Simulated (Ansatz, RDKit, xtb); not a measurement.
# C3H6GeO2: which of the isomers drawn lies lowest?, part 2 of 2

A sample of isomers of C3H6GeO2 is drawn. Aim: find which of them has the lowest free energy at 298.15 K, then its properties. The sample is small against all isomers, and the most stable one of this formula need not be in it.

xtb, Ansatz and PySCF; isolated molecules. Earlier steps stand in the parts before.

## Step 7: Harmonic analysis of the finalists

The lowest few in one piece go on as finalists. In this search the thermal terms come from GFN2-xTB at its own nearest minimum. The first, c935a:

Input file start.xyz:

```xyz
12
c935a
C      1.937241     0.915816     1.207614
C      1.838205     0.170408    -0.085599
C      2.492553     0.796152    -1.265693
Ge     0.302926    -1.062031    -0.294925
O      1.031354     0.999476     1.999195
O      3.114546    -0.265465    -0.588795
H      2.938567     1.388293     1.388930
H      0.330468    -2.100259     0.837623
H     -1.017589    -0.274746    -0.282734
H      0.495573    -1.749502    -1.660436
H      2.090595     0.574855    -2.263493
H      2.973894     1.778720    -1.161417
```

Run with:

```console
$ xtb start.xyz --gfn 2 --ohess tight
```

Standard output (excerpt; [...] marks lines left out):

```text
* xtb version 6.7.1
[...]
          :  # basis functions                  36          :
[...]
          :  # electrons                        34          :
[...]
          :  Hamiltonian                  GFN2-xTB          :
[...]
          :  net charge                          0          :
          :  unpaired electrons                  0          :
[...]
   *** convergence criteria satisfied after 12 iterations ***
[...]
   *** GEOMETRY OPTIMIZATION CONVERGED AFTER 16 ITERATIONS ***
[...]
   *** convergence criteria satisfied after 3 iterations ***
[...]
         ::                     SUMMARY                     ::
         :::::::::::::::::::::::::::::::::::::::::::::::::::::
         :: total energy             -19.478822039252 Eh    ::
         :: gradient norm              0.000127114894 Eh/a0 ::
         :: HOMO-LUMO gap              3.324461231269 eV    ::
         ::.................................................::
         :: SCC energy               -19.650033783921 Eh    ::
         :: -> isotropic ES            0.033787883083 Eh    ::
         :: -> anisotropic ES          0.001469289471 Eh    ::
         :: -> anisotropic XC          0.001139607480 Eh    ::
         :: -> dispersion             -0.007560975107 Eh    ::
         :: repulsion energy           0.171211744669 Eh    ::
         :: add. restraining           0.000000000000 Eh    ::
         :: total charge              -0.000000000000 e     ::
         :::::::::::::::::::::::::::::::::::::::::::::::::::::
[...]
        17        2.0000           -0.4133686             -11.2483 (HOMO)
        18                         -0.2911967              -7.9239 (LUMO)
[...]
molecular dipole:
                 x           y           z       tot (Debye)
 q only:       -0.319       0.159      -0.681
   full:        0.226       0.478      -0.741       2.313
molecular quadrupole (traceless):
[...]
          | TOTAL ENERGY              -19.478822039248 Eh   |
          | TOTAL ENTHALPY            -19.393171246035 Eh   |
          | TOTAL FREE ENERGY         -19.434248619564 Eh   |
          | GRADIENT NORM               0.000126840769 Eh/α |
[...]
```

It took 0.21 s on 2 threads of Arm Neoverse V2, shared host.

## Step 8: Thermal terms of the finalists

As xtb prints them, at 298.15 K, with its own treatment of low modes:

```csv
label,SMILES,spin,lowest mode (cm⁻¹),zero-point (kcal/mol),G − E (kcal/mol)
c935a,O=C[C@@]1([GeH3])CO1,singlet,117,48.4,28.0
c070a,O=C[C@@H]1O[C@H]1[GeH3],singlet,69,48.2,27.4
c955a,O=C[C@@H]1O[C@@H]1[GeH3],singlet,75,48.3,27.8
```

## Step 9: Energies at the top level

Single points at CCSD(T)/def2-SVP + MP2/def2-TZVPP - MP2/def2-SVP on the refined geometries decide the order.

c935a, CCSD(T)/def2-SVP:

Input file input.yaml:

```yaml
crystal:
  periodic: [false, false, false]
  atoms:
    - {symbol: C, position_ang: [1.937241, 0.915816, 1.207614]}
    - {symbol: C, position_ang: [1.838205, 0.170408, -0.085599]}
    - {symbol: C, position_ang: [2.492553, 0.796152, -1.265693]}
    - {symbol: Ge, position_ang: [0.302926, -1.062031, -0.294925]}
    - {symbol: O, position_ang: [1.031354, 0.999476, 1.999195]}
    - {symbol: O, position_ang: [3.114546, -0.265465, -0.588795]}
    - {symbol: H, position_ang: [2.938567, 1.388293, 1.388930]}
    - {symbol: H, position_ang: [0.330468, -2.100259, 0.837623]}
    - {symbol: H, position_ang: [-1.017589, -0.274746, -0.282734]}
    - {symbol: H, position_ang: [0.495573, -1.749502, -1.660436]}
    - {symbol: H, position_ang: [2.090595, 0.574855, -2.263493]}
    - {symbol: H, position_ang: [2.973894, 1.778720, -1.161417]}
basis:
  gaussian: {orbitals: def2-SVP}
correlation: {method: ccsd_t, frozen_orbitals: {Ge: 9, H: 0, O: 1, C: 1}}
```

Run with:

```console
$ ansatz run input.yaml --threads 2 --pin off --max-ram 5220MiB --events-out events.jsonl --progress --plain --runs-dir runs
```

Standard output (excerpt; [...] marks lines left out):

```text
Warning: RAYON_NUM_THREADS=2 ignored (pool sized by the plan → 2); use --threads N
Functional definition: HF
  name "HF"
[...]
1315 factors; integrals over basis functions are off by at most 1.5e-3 eV
[...]
mean field -63719.41131648 eV, -2341.6451753122 hartree, gradient 1.3e-6 eV, S^2 0.000000; 0 other end points of the search recorded, 0 dependent functions left out
14 core orbitals not correlated: weight in the atoms' cores, before any rotation towards them, 1.000 or more for the frozen orbitals, at most 0.000 for the correlated occupied ones
reference -63719.41131648 eV, -2341.6451753122 hartree; 22, 22 occupied and 96, 96 virtual orbitals, 1315 factors
second order -27.09901509 eV of doubles, -0.00000000 eV of singles
cycle   1  -27.01094564 eV  change    8.8e-2 eV  update   1.4e-1
[...]
cycle  10  -28.05173266 eV  change   -1.0e-5 eV  update   1.4e-5
perturbative correction -0.93760290 eV, -0.0344562710 hartree
Total energy: -63748.40065204 eV, -2342.7105137444 hartree
```

It took 43 s on 2 threads of Arm Neoverse V2, shared host; peak memory 0.94 GiB.

## Step 10: c935a at MP2/def2-TZVPP

Input file input.yaml:

```yaml
crystal:
  periodic: [false, false, false]
  atoms:
    - symbol: C
      position_ang: [1.937241, 0.915816, 1.207614]
    - symbol: C
      position_ang: [1.838205, 0.170408, -0.085599]
    - symbol: C
      position_ang: [2.492553, 0.796152, -1.265693]
    - symbol: Ge
      position_ang: [0.302926, -1.062031, -0.294925]
    - symbol: O
      position_ang: [1.031354, 0.999476, 1.999195]
    - symbol: O
      position_ang: [3.114546, -0.265465, -0.588795]
    - symbol: H
      position_ang: [2.938567, 1.388293, 1.388930]
    - symbol: H
      position_ang: [0.330468, -2.100259, 0.837623]
    - symbol: H
      position_ang: [-1.017589, -0.274746, -0.282734]
    - symbol: H
      position_ang: [0.495573, -1.749502, -1.660436]
    - symbol: H
      position_ang: [2.090595, 0.574855, -2.263493]
    - symbol: H
      position_ang: [2.973894, 1.778720, -1.161417]
basis:
  gaussian: {orbitals: def2-TZVPP}
correlation: {method: mp2, frozen_orbitals: {Ge: 9, H: 0, O: 1, C: 1}}
```

Run with:

```console
$ ansatz run input.yaml --threads 2 --pin off --max-ram 5220MiB --events-out events.jsonl --progress --plain --runs-dir runs
```

Standard output:

```text
Warning: RAYON_NUM_THREADS=2 ignored (pool sized by the plan → 2); use --threads N
[... 2 set-up lines as earlier in the session ...]
  exchange = exact_x
  correlation = 0
1777 factors; integrals over basis functions are off by at most 1.1e-3 eV
mean field evaluation 1: about -63730.5891 eV, gradient 4.1e1 eV
mean field evaluation 2: about -63730.9336 eV, gradient 4.1e1 eV
mean field evaluation 4: about -63735.0198 eV, gradient 5.3e0 eV
mean field evaluation 8: about -63735.1293 eV, gradient 5.3e-1 eV
mean field evaluation 16: about -63735.1319 eV, gradient 2.0e-6 eV
mean field -63735.13189447 eV, -2342.2228958978 hartree, gradient 2.0e-6 eV, S^2 0.000000; 0 other end points of the search recorded, 0 dependent functions left out
14 core orbitals not correlated: weight in the atoms' cores, before any rotation towards them, 1.000 or more for the frozen orbitals, at most 0.000 for the correlated occupied ones
reference -63735.13189447 eV, -2342.2228958978 hartree; 22, 22 occupied and 251, 251 virtual orbitals, 1777 factors
second order -32.87993482 eV of doubles, -0.00000000 eV of singles
Total energy: -63768.01182929 eV, -2343.4312112156 hartree
```

Run time: 12 s. Hardware: 2 threads of Arm Neoverse V2, shared host; peak memory 0.87 GiB.

## Step 11: c070a at CCSD(T)/def2-SVP

Input file input.yaml:

```yaml
crystal:
  periodic: [false, false, false]
  atoms:
    - {symbol: C, position_ang: [1.138979, 1.049602, 1.860418]}
    - {symbol: C, position_ang: [1.830618, 0.248728, 0.804184]}
    - {symbol: C, position_ang: [1.475275, 0.507083, -0.615610]}
    - {symbol: Ge, position_ang: [1.655445, -0.916346, -1.968894]}
    - {symbol: O, position_ang: [0.723369, 0.586058, 2.890907]}
    - {symbol: O, position_ang: [2.686158, 0.996245, -0.050409]}
    - {symbol: H, position_ang: [1.033710, 2.135618, 1.596176]}
    - {symbol: H, position_ang: [2.177833, -0.745812, 1.113134]}
    - {symbol: H, position_ang: [0.723516, 1.290151, -0.804156]}
    - {symbol: H, position_ang: [0.276954, -1.557290, -2.222266]}
    - {symbol: H, position_ang: [2.646297, -1.957637, -1.420582]}
    - {symbol: H, position_ang: [2.193541, -0.296803, -3.271488]}
basis:
  gaussian:
    orbitals: def2-SVP
correlation:
  method: ccsd_t
  frozen_orbitals: {Ge: 9, H: 0, O: 1, C: 1}
```

Run with:

```console
$ ansatz run input.yaml --threads 2 --pin off --max-ram 5220MiB --events-out events.jsonl --progress --plain --runs-dir runs
```

Standard output (excerpt; [...] marks lines left out):

```text
Warning: RAYON_NUM_THREADS=2 ignored (pool sized by the plan → 2); use --threads N
[... 2 set-up lines as earlier in the session ...]
[...]
1318 factors; integrals over basis functions are off by at most 1.3e-3 eV
[...]
mean field -63719.34415293 eV, -2341.6427070975 hartree, gradient 1.3e-6 eV, S^2 0.000000; 0 other end points of the search recorded, 0 dependent functions left out
14 core orbitals not correlated: weight in the atoms' cores, before any rotation towards them, 1.000 or more for the frozen orbitals, at most 0.000 for the correlated occupied ones
reference -63719.34415293 eV, -2341.6427070975 hartree; 22, 22 occupied and 96, 96 virtual orbitals, 1318 factors
second order -27.04304541 eV of doubles, -0.00000000 eV of singles
cycle   1  -26.98085623 eV  change    6.2e-2 eV  update   1.4e-1
[...]
cycle   9  -28.01284691 eV  change   -3.6e-5 eV  update   4.5e-5
perturbative correction -0.92776406 eV, -0.0340947002 hartree
Total energy: -63748.28476389 eV, -2342.7062549337 hartree
```

It took 42 s on 2 threads of Arm Neoverse V2, shared host; peak memory 0.94 GiB.

## Step 12: The ranking

Energies in kcal/mol from c935a; G adds the thermal terms to the CCSD(T)/def2-SVP + MP2/def2-TZVPP - MP2/def2-SVP energy. The columns left of the relaxed level are at the tight-binding geometries.

```csv
label,SMILES,spin,GFN2-xTB,HF/STO-3G,r2SCAN-D4/def2-SVP,B3LYP-D3(BJ)/def2-SVP,HF/def2-SVP,MP2/def2-SVP,CCSD(T)/def2-SVP + MP2/def2-TZVPP - MP2/def2-SVP,G,share at equilibrium,T1
c935a,O=C[C@@]1([GeH3])CO1,singlet,0.0,0.0,0.0,0.0,0.0,0.0,0.0,0.0,86.9 %,0.014
c070a,O=C[C@@H]1O[C@H]1[GeH3],singlet,4.4,-0.3,1.5,2.1,1.5,2.8,1.7,1.1,12.8 %,0.013
c955a,O=C[C@@H]1O[C@@H]1[GeH3],singlet,3.9,2.0,3.5,3.7,3.6,4.8,3.4,3.3,0.3 %,0.013
```

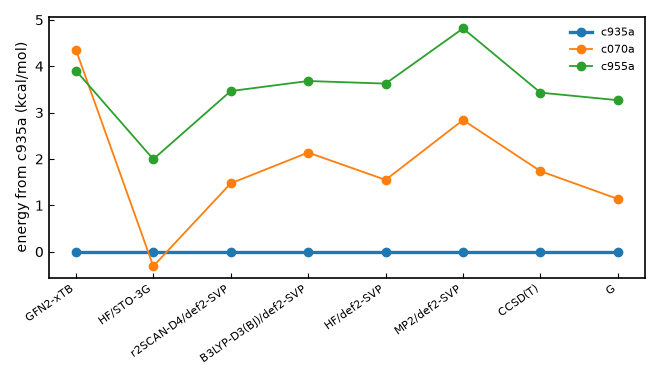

The finalists at each level, measured from c935a.

Lowest found: c935a, `O=C[C@@]1([GeH3])CO1`, a singlet. Bond lengths: C1–C2 1.496 Å, C2–C3 1.487 Å, C2–Ge4 1.980 Å, C1–O5 1.206 Å, C2–O6 1.440 Å, C3–O6 1.404 Å, C1–H7 1.122 Å, Ge4–H8 1.537 Å, Ge4–H9 1.537 Å, Ge4–H10 1.541 Å, C3–H11 1.098 Å, C3–H12 1.099 Å. Some angles: C1–C2–C3 116.6°, C1–C2–Ge4 116.9°, C1–C2–O6 113.2°, C3–C2–Ge4 121.3°, C3–C2–O6 57.3°, Ge4–C2–O6 117.5°, C2–C1–O5 123.5°, C2–C3–O6 59.6°, C2–O6–C3 63.1°, C2–C1–H7 114.1°.

```xyz
12

C     1.9372    0.9158    1.2076
C     1.8382    0.1704   -0.0856
C     2.4926    0.7962   -1.2657
Ge    0.3029   -1.0620   -0.2949
O     1.0314    0.9995    1.9992
O     3.1145   -0.2655   -0.5888
H     2.9386    1.3883    1.3889
H     0.3305   -2.1003    0.8376
H    -1.0176   -0.2747   -0.2827
H     0.4956   -1.7495   -1.6604
H     2.0906    0.5749   -2.2635
H     2.9739    1.7787   -1.1614
```

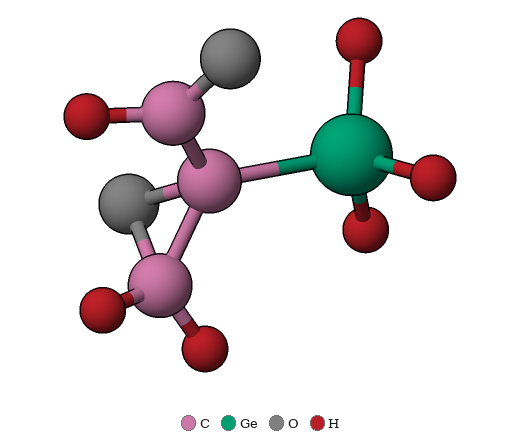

The lowest structure found, seen from a chosen angle (carbon pink, germanium teal, oxygen grey, hydrogen red).

## Step 13: Outcome

What follows sums up all 2 parts.

```
                                 quantity                                                                  value
                   lowest structure found                                          O=C[C@@]1([GeH3])CO1, singlet
                            next finalist             O=C[C@@H]1O[C@H]1[GeH3], singlet, 1.1 kcal/mol higher in G
share at equilibrium, among the finalists                                                                 86.9 %
                                   funnel  6 starts, 4 minima at GFN2-xTB, 6 screening runs, 3 relaxed, 3 ranked
                     CPU time of all runs                                                                 12 min
```

What this shows: `O=C[C@@]1([GeH3])CO1` comes out lowest. Its margin of 1.1 kcal/mol is inside the likely error of CCSD(T)/def2-SVP + MP2/def2-TZVPP - MP2/def2-SVP with harmonic terms (about 1.5 kcal/mol), so the order of the first two is not settled. GFN2-xTB, r2SCAN-D4/def2-SVP, B3LYP-D3(BJ)/def2-SVP, HF/def2-SVP and MP2/def2-SVP already put its bonding pattern lowest among the structures in one piece; HF/STO-3G favours the singlet O=C[C@@H]1O[C@H]1[GeH3]. The largest share of the time went into the relaxations (47 %). Lowest found is not proven lowest: the search is finite, and each finalist counts with one conformer. Only 3 drawn patterns were tried, so whole families of isomers are missing, and the result ranks this sample alone.
